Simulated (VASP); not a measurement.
Band structure of CaSi₃Ir (space group I4mm). Calculation: PBEsol GGA, VASP's PBE PAW potentials (set 64) (plane waves; VASP 6.6.1).

Unless said otherwise, spin-orbit coupling is left out, though it shifts the bands of the heavy elements here.

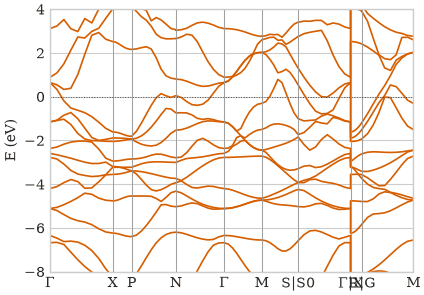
Figure: Bands along high-symmetry lines, zero at the valence-band maximum or, without a gap, the Fermi level

Read the plot: is there a gap, and where are the band edges?

It has no gap at this level: it comes out as a metal or semimetal. (Edges off the drawn lines would not show.)

The structure comes from a computed database's CaSi3Ir entry (I4mm); how it stands against other phases isn't given here. It was relaxed first. The electron count is odd and the run is not spin-polarised, which forces a metal.
